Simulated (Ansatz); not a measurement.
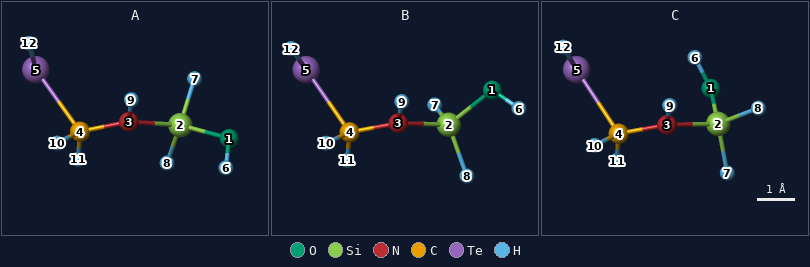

3 geometries from a converged minimum-energy path of CH7NOSiTe, shuffled. Style: ball-and-stick. Shown at a tilt.

Computed with Ansatz, RKS revPBE/def2-SVP. Run with 7 movable images; climbing image; force threshold 0.05 eV/Å; iteration limit 60; starting path through a guess of the saddle point.

One of them is the converged climbing image. Which?

Answer. B. In order along the path, whose images run from 0 to 8: C (image 0, 0.000 eV), B (image 4, +0.173 eV), A (image 7, +0.077 eV). The motion is a rotation about the Si2–N3 bond by about 175°. No bond forms or breaks between the ends. Among the angles between lasting bonds that change up to the highest image: N3–Si2–H8 103.2° → 110.6°, O1–Si2–H7 103.6° → 110.1°.
